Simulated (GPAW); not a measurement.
# STM contrast on a 9-layer slab of Ag(110)

Aim: Tersoff-Hamann images of a 9-layer slab of Ag(110) at several biases.

Program: GPAW 26.7.0. Level of theory: GPAW, PAW setups; slab in vacuum, relaxation, in the first sound run; inputs show where later runs differ. Results are calculated unless marked as measured.

## Step 1: Starting point

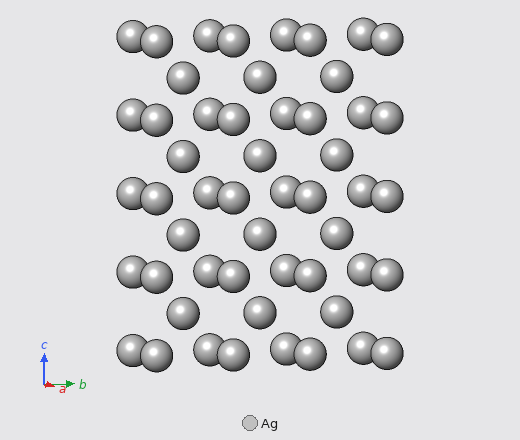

The starting structure, seen from the side, with the c axis up (silver light grey). 1×3×1 cells are drawn. Some periodic images of atoms are drawn too.

The cell holds 9 atoms: 9 Ag. Cell: a = 4.090 Å, b = 2.892 Å, c = 29.568 Å, α = 90.0°, β = 90.0°, γ = 90.0°. Vacuum lies along c.

Structure file:

```
Ag
1.0
     4.09000    0.00000    0.00000
     0.00000    2.89207    0.00000
     0.00000    0.00000   29.56827
Ag
9
Direct
  0.00000 0.00000 0.30438
  0.50000 0.50000 0.35329
  0.00000 0.00000 0.40219
  0.50000 0.50000 0.45110
  0.00000 0.00000 0.50000
  0.50000 0.50000 0.54890
  0.00000 0.00000 0.59781
  0.50000 0.50000 0.64671
  0.00000 0.00000 0.69562
```

## Step 2: Relaxation

The atoms are relaxed first, since the surface dipole, and with it the work function, follows the positions of the outer layers. The lowest 4 atoms are held at bulk positions and keep their forces.

run.py

```python
import json
import numpy as np
from ase import Atoms
from ase.constraints import FixAtoms
from ase.optimize import BFGS
from gpaw import GPAW, PW

slab = Atoms(
    ['Ag', 'Ag', 'Ag', 'Ag', 'Ag', 'Ag', 'Ag', 'Ag', 'Ag'],
    positions=[
        [0.00000, 0.00000, 9.00000],
        [2.04500, 1.44603, 10.44603],
        [0.00000, 0.00000, 11.89207],
        [2.04500, 1.44603, 13.33810],
        [0.00000, 0.00000, 14.78413],
        [2.04500, 1.44603, 16.23017],
        [0.00000, 0.00000, 17.67620],
        [2.04500, 1.44603, 19.12223],
        [0.00000, 0.00000, 20.56827]],
    cell=[[4.09, 0.0, 0.0], [0.0, 2.89207, 0.0], [0.0, 0.0, 29.56827]],
    pbc=[True, True, False])

slab.calc = GPAW(mode=PW(400), xc='PBE', kpts={'size': (8, 11, 1), 'gamma': True},
                 occupations={'name': 'fermi-dirac', 'width': 0.1}, nbands='160%',
                 convergence={'density': 1e-05}, maxiter=200,
                 poissonsolver={'dipolelayer': 'xy'},
                 symmetry={'tolerance': 1e-3, 'extra_ids': [1, 1, 1, 1, 0, 0, 0, 0, 0]}, txt='slab.txt')
result = {}
slab.set_constraint(FixAtoms([0, 1, 2, 3]))
path = []
opt = BFGS(slab, maxstep=0.2)
opt.attach(lambda: path.append((slab.get_potential_energy(), slab.positions.tolist(), slab.get_forces().tolist())))
result['relaxed'] = bool(opt.run(fmax=0.03, steps=40))
result['path'] = path
energy = slab.get_potential_energy()
fermi = slab.calc.get_fermi_level()
v = slab.calc.get_electrostatic_potential().mean((0, 1)) - fermi
n = slab.calc.get_pseudo_density().mean((0, 1))
L = slab.cell[2, 2]
z = np.arange(len(v)) * L / len(v)
low, high = slab.positions[:, 2].min(), slab.positions[:, 2].max()
below, above = np.interp([low - 6.8, high + 6.8], z, v)
slopes = [np.interp(x, z, np.gradient(v, z)) for x in (low - 6.8, high + 6.8)]
eps = np.array([[slab.calc.get_eigenvalues(k, s) for k in range(len(slab.calc.get_ibz_k_points()))]
                for s in range(slab.calc.get_number_of_spins())]) - fermi
top, bottom = eps[eps < 0].max(), eps[eps > 0].min()
dipole = slab.get_dipole_moment()[2]
print(f'energy {energy:.4f} eV, Fermi level {fermi:.4f} eV, dipole {dipole:.5f} e A')
print(f'potential 6.8 A off the faces, from the Fermi level: lower {below:.4f} eV, upper {above:.4f} eV')
print(f'slope of the potential there: lower {slopes[0]:.5f}, upper {slopes[1]:.5f} eV/A')
print(f'nearest levels on the mesh: {top:.4f} and {bottom:.4f} eV')
print('magnetic moment', round(slab.get_magnetic_moment(), 3))
result.update(energy=energy, fermi=fermi, dipole=dipole, below=below, above=above, slopes=slopes, edges=[top, bottom],
              z=z.tolist(), v=v.tolist(), n=n.tolist(), positions=slab.positions.tolist(),
              forces=slab.get_forces(apply_constraint=False).tolist(), moments=slab.get_magnetic_moments().tolist())
json.dump(result, open('result.json', 'w'))
```

Run with:

```console
$ OMP_NUM_THREADS=1 OPENBLAS_NUM_THREADS=1 python run.py
```

Log:

```text
Step          Energy          fmax
BFGS:    0      -24.129558        0.342425
BFGS:    1      -24.131265        0.319584
BFGS:    2      -24.143559        0.100265
BFGS:    3      -24.144137        0.108004
BFGS:    4      -24.145006        0.123311
BFGS:    5      -24.147116        0.145495
BFGS:    6      -24.150021        0.146551
BFGS:    7      -24.153268        0.114134
BFGS:    8      -24.155259        0.121639
BFGS:    9      -24.156226        0.137490
BFGS:   10      -24.157235        0.130615
BFGS:   11      -24.158479        0.089396
BFGS:   12      -24.159680        0.053349
BFGS:   13      -24.160009        0.024450
energy -24.1197 eV, Fermi level 1.3208 eV, dipole -0.00041 e A
potential 6.8 A off the faces, from the Fermi level: lower 4.1298 eV, upper 4.1404 eV
slope of the potential there: lower -0.00017, upper 0.00001 eV/A
nearest levels on the mesh: -0.0231 and 0.0100 eV
magnetic moment 0.0
```

It took 61 min on 1 thread of Intel Xeon 6975P-C (Granite Rapids), shared host; peak memory 0.66 GiB.

The steps of the relaxation:

| step | energy less that of the first step (eV) | largest force (eV/Å) |
| --- | --- | --- |
| 1 | 0.0000 | 0.3424 |
| 2 | -0.0017 | 0.3196 |
| 3 | -0.0139 | 0.1003 |
| 4 | -0.0144 | 0.1080 |
| 5 | -0.0152 | 0.1233 |
| 6 | -0.0170 | 0.1455 |
| 7 | -0.0195 | 0.1466 |
| 8 | -0.0223 | 0.1141 |
| 9 | -0.0240 | 0.1216 |
| 10 | -0.0248 | 0.1375 |
| 11 | -0.0258 | 0.1306 |
| 12 | -0.0271 | 0.0894 |
| 13 | -0.0282 | 0.0533 |
| 14 | -0.0285 | 0.0245 |

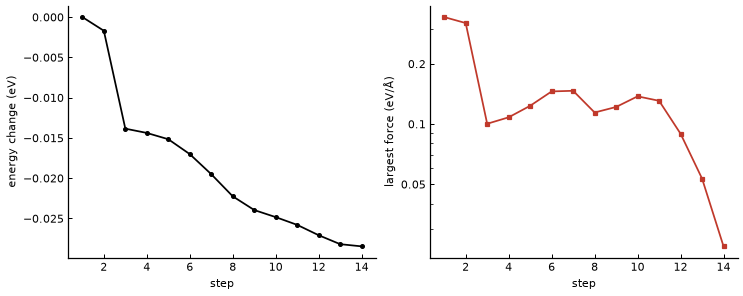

Energy and largest force along the relaxation.

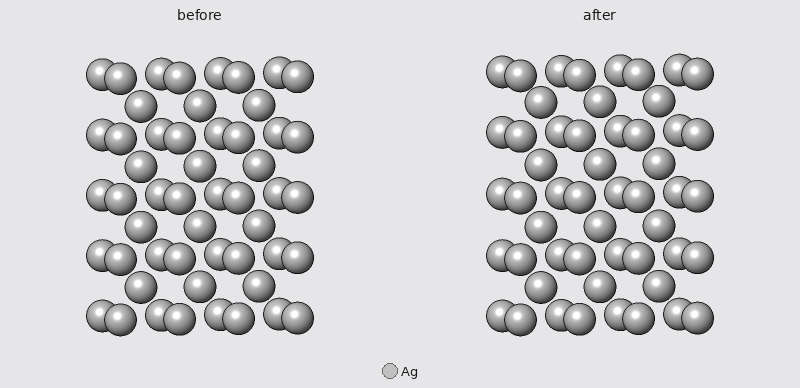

Before and after, at one scale.

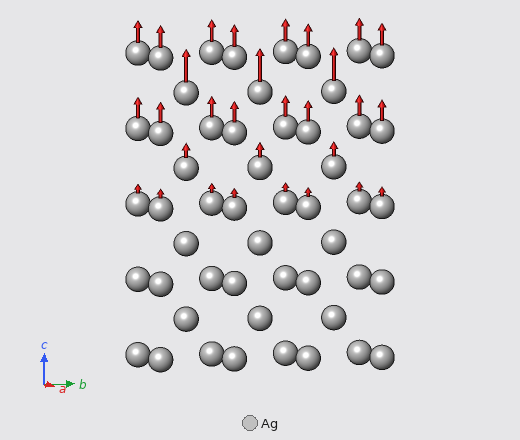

Displacements in the relaxation, exaggerated; the longest in the cell stands for 0.20 Å. 1×3×1 cells are drawn. Some periodic images of atoms are drawn too.

The atoms that moved most (Å):

| atom | dx | dy | dz | length |
| --- | --- | --- | --- | --- |
| Ag8 | 0.000 | 0.000 | 0.197 | 0.197 |
| Ag9 | 0.000 | 0.000 | 0.133 | 0.133 |
| Ag7 | 0.000 | 0.000 | 0.125 | 0.125 |
| Ag6 | 0.000 | 0.000 | 0.090 | 0.090 |
| Ag5 | 0.000 | 0.000 | 0.058 | 0.058 |

Final coordinates:

```
Ag
1.0
     4.09000    0.00000    0.00000
     0.00000    2.89207    0.00000
     0.00000    0.00000   29.56827
Ag
9
Cartesian
  0.0000 0.0000 9.0000
  2.0450 1.4460 10.4460
  0.0000 0.0000 11.8921
  2.0450 1.4460 13.3381
  0.0000 0.0000 14.8425
  2.0450 1.4460 16.3200
  0.0000 0.0000 17.8015
  2.0450 1.4460 19.3188
  0.0000 0.0000 20.7009
```

Numbers from this step:

* dipole along the normal: -4.10e-4 e·Å
* levels nearest the Fermi level on the mesh: -0.02314, 0.01001 eV from the Fermi level
* upper work function: 4.140 eV
* lower work function: 4.130 eV

The electrostatic potential energy of an electron (without an applied field's), less the Fermi level, planar mean oscillates, so the rows of the table below give means over windows of 1.48 Å about each position, cut where the curve ends. Its maxima inside the range that stand out by 2 % of the span (Å: eV): 9.7: -4.53, 11.2: -4.76, 12.6: -4.79, 14.0: -4.06, 15.6: -4.37, 17.1: -4.32, 18.6: -3.89, 20.1: -5.43. Its minima: 9.0: -11.3, 10.5: -11.9, 11.9: -11.9, 13.3: -11.8, 14.9: -11.7, 16.4: -11.8, 17.8: -11.7, 19.3: -11.9, 20.7: -11.5.

Electrostatic potential energy of an electron (without an applied field's), less the Fermi level, planar mean against z; means over each step:

| z (Å) | electrostatic potential energy of an electron (without an applied field's), less the Fermi level, planar mean (eV) |
| --- | --- |
| 0.74 | 4.13 |
| 2.22 | 4.13 |
| 3.70 | 4.13 |
| 5.18 | 4.13 |
| 6.66 | 4.01 |
| 8.14 | -0.833 |
| 9.62 | -8.07 |
| 11.10 | -8.34 |
| 12.58 | -8.32 |
| 14.06 | -7.72 |
| 15.54 | -7.96 |
| 17.02 | -7.93 |
| 18.50 | -7.62 |
| 19.98 | -8.73 |
| 21.46 | -1.84 |
| 22.94 | 3.99 |
| 24.42 | 4.14 |
| 25.90 | 4.14 |
| 27.38 | 4.14 |
| 28.86 | 4.14 |

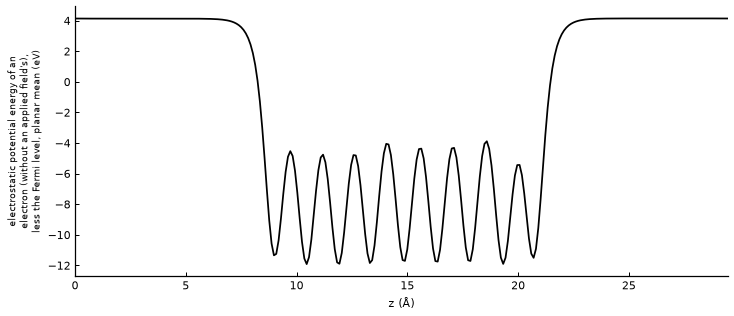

Electrostatic potential energy of an electron (without an applied field's), less the Fermi level, planar mean against z.

The pseudo valence density, planar mean oscillates, so the rows of the table below give means over windows of 1.48 Å about each position, cut where the curve ends. Its maxima inside the range that stand out by 2 % of the span (Å: e/Å³): 9.1: 1.56, 10.3: 1.56, 11.8: 1.60, 13.3: 1.62, 14.8: 1.60, 16.3: 1.60, 17.7: 1.60, 19.2: 1.55, 20.7: 1.61. Its minima: 9.7: 0.491, 11.2: 0.491, 12.7: 0.500, 14.2: 0.454, 15.6: 0.471, 17.1: 0.468, 18.6: 0.437, 20.1: 0.555.

The pseudo valence density, planar mean by z; means over each step:

| z (Å) | pseudo valence density, planar mean (e/Å³) |
| --- | --- |
| 5.18 | 1.0e-4 |
| 6.66 | 0.00417 |
| 8.14 | 0.365 |
| 9.62 | 0.998 |
| 11.10 | 1.01 |
| 12.58 | 1.01 |
| 14.06 | 0.947 |
| 15.54 | 0.973 |
| 17.02 | 0.969 |
| 18.50 | 0.935 |
| 19.98 | 1.06 |
| 21.46 | 0.468 |
| 22.94 | 0.00549 |
| 24.42 | 1.3e-4 |

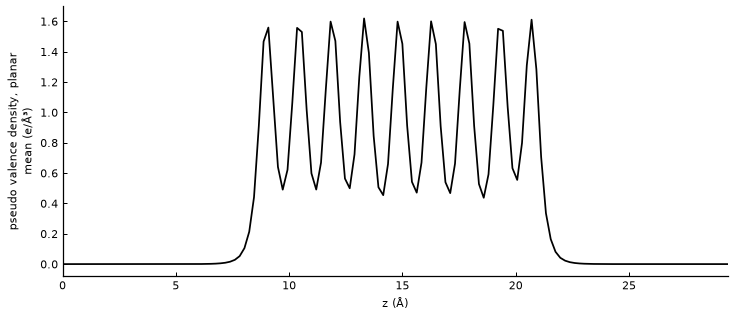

Pseudo valence density, planar mean against z.

The relaxation lowered the energy of the cell by 0.0285 eV (energies extrapolated to zero smearing; the optimiser's log prints free energies). The largest force left on a free atom is 0.024 eV/Å.

## Step 3: The slab's potential

With the geometry fixed, the planar mean of the potential gives the vacuum level on each side.

This step: GPAW, PAW setups; slab in vacuum (GPAW 26.7.0).

run.py, as its differences from that of step 2:

```diff
@@ -3,4 +3,3 @@
 from ase import Atoms
-from ase.constraints import FixAtoms
-from ase.optimize import BFGS
+from ase.dft.stm import STM
 from gpaw import GPAW, PW
@@ -14,7 +13,7 @@
         [2.04500, 1.44603, 13.33810],
-        [0.00000, 0.00000, 14.78413],
-        [2.04500, 1.44603, 16.23017],
-        [0.00000, 0.00000, 17.67620],
-        [2.04500, 1.44603, 19.12223],
-        [0.00000, 0.00000, 20.56827]],
+        [0.00000, 0.00000, 14.84255],
+        [2.04500, 1.44603, 16.32001],
+        [-0.00000, 0.00000, 17.80155],
+        [2.04500, 1.44603, 19.31876],
+        [-0.00000, -0.00000, 20.70087]],
     cell=[[4.09, 0.0, 0.0], [0.0, 2.89207, 0.0], [0.0, 0.0, 29.56827]],
@@ -26,10 +25,4 @@
                  poissonsolver={'dipolelayer': 'xy'},
-                 symmetry={'tolerance': 1e-3, 'extra_ids': [1, 1, 1, 1, 0, 0, 0, 0, 0]}, txt='slab.txt')
+                 symmetry={'tolerance': 1e-3}, txt='slab.txt')
 result = {}
-slab.set_constraint(FixAtoms([0, 1, 2, 3]))
-path = []
-opt = BFGS(slab, maxstep=0.2)
-opt.attach(lambda: path.append((slab.get_potential_energy(), slab.positions.tolist(), slab.get_forces().tolist())))
-result['relaxed'] = bool(opt.run(fmax=0.03, steps=40))
-result['path'] = path
 energy = slab.get_potential_energy()
@@ -55,2 +48,16 @@
               forces=slab.get_forces(apply_constraint=False).tolist(), moments=slab.get_magnetic_moments().tolist())
+
+# Images need the states of the whole zone, up to time reversal
+slab.calc = slab.calc.fixed_density(symmetry={'point_group': False}, txt='states.txt',
+                                    convergence={'bands': 'CBM+0.8'})
+stm = STM(slab)
+result['stm'] = []
+for bias in [-0.5, 0.5]:
+    height = high + 3.5
+    current = stm.get_averaged_current(bias, height)
+    x, y, h = stm.scan(bias, current)
+    i, f = divmod(height / L * stm.ldos.shape[2], 1)
+    I = abs((1 - f) * stm.ldos[:, :, int(i)] + f * stm.ldos[:, :, int(i) + 1])
+    print(f'bias {bias} V: mean current at 3.5 A {current:.4e}, corrugation {np.ptp(h):.4f} A')
+    result['stm'].append(dict(bias=bias, current=current, h=(h - high).tolist(), I=I.tolist()))
 json.dump(result, open('result.json', 'w'))
```

Log:

```text
energy -24.1197 eV, Fermi level 1.3208 eV, dipole -0.00077 e A
potential 6.8 A off the faces, from the Fermi level: lower 4.1301 eV, upper 4.1402 eV
slope of the potential there: lower -0.00015, upper -0.00002 eV/A
nearest levels on the mesh: -0.0231 and 0.0100 eV
magnetic moment 0.0
bias -0.5 V: mean current at 3.5 A 1.2726e-05, corrugation 0.2437 A
bias 0.5 V: mean current at 3.5 A 5.3500e-05, corrugation 0.1959 A
```

It took 11 min on 1 thread; peak memory 1.4 GiB.

This step gave:

* dipole along the normal: -7.72e-4 e·Å
* levels nearest the Fermi level on the mesh: -0.02313, 0.009988 eV from the Fermi level
* corrugation -0.5: 0.2437 Å
* corrugation 0.5: 0.1959 Å

The electrostatic potential energy of an electron (without an applied field's), less the Fermi level, planar mean oscillates, so the rows of the table below give means over windows of 1.48 Å about each position, cut where the curve ends. Its maxima inside the range that stand out by 2 % of the span (Å: eV): 9.7: -4.53, 11.2: -4.76, 12.6: -4.79, 14.0: -4.06, 15.6: -4.37, 17.1: -4.32, 18.6: -3.89, 20.1: -5.43. Its minima: 9.0: -11.3, 10.5: -11.9, 11.9: -11.9, 13.3: -11.8, 14.9: -11.7, 16.4: -11.8, 17.8: -11.7, 19.3: -11.9, 20.7: -11.5.

The electrostatic potential energy of an electron (without an applied field's), less the Fermi level, planar mean by z; means over each step:

(Unchanged from step 2.)

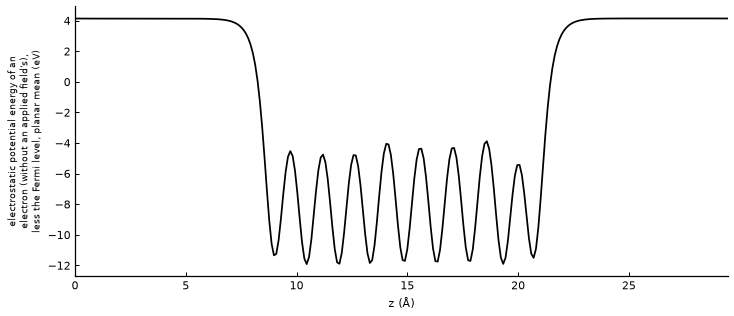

Electrostatic potential energy of an electron (without an applied field's), less the Fermi level, planar mean, plotted against z.

The pseudo valence density, planar mean oscillates, so the rows of the table below give means over windows of 1.48 Å about each position, cut where the curve ends. Its maxima inside the range that stand out by 2 % of the span (Å: e/Å³): 9.1: 1.56, 10.3: 1.56, 11.8: 1.60, 13.3: 1.62, 14.8: 1.60, 16.3: 1.60, 17.7: 1.60, 19.2: 1.55, 20.7: 1.61. Its minima: 9.7: 0.491, 11.2: 0.491, 12.7: 0.500, 14.2: 0.454, 15.6: 0.471, 17.1: 0.468, 18.6: 0.437, 20.1: 0.555.

The pseudo valence density, planar mean by z; means over each step:

(Unchanged from step 2.)

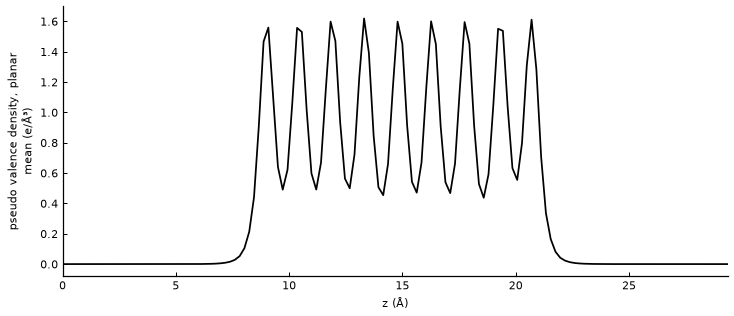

Pseudo valence density, planar mean, plotted against z.

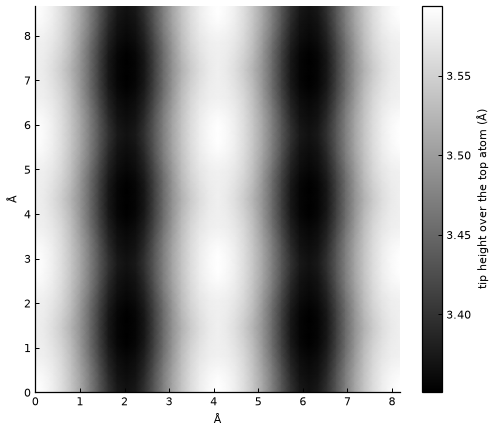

Tip height over the top atom over a1 and a2. Sample bias -0.5 V, constant current at the mean current 3.5 Å over the top atom. The cell is repeated, with its origin at the lower left corner.

[end of part 1 of 2]

[Logs are printed without paths, hosts, clocks, repeated set-up lines and the standing remarks that a program may print on its own settings, such as how far it seeks lower states.]

[Hosts, paths, dates, database ids (printed as entryN), source tags and the programs' standing remarks are cut or masked in the printed files.]
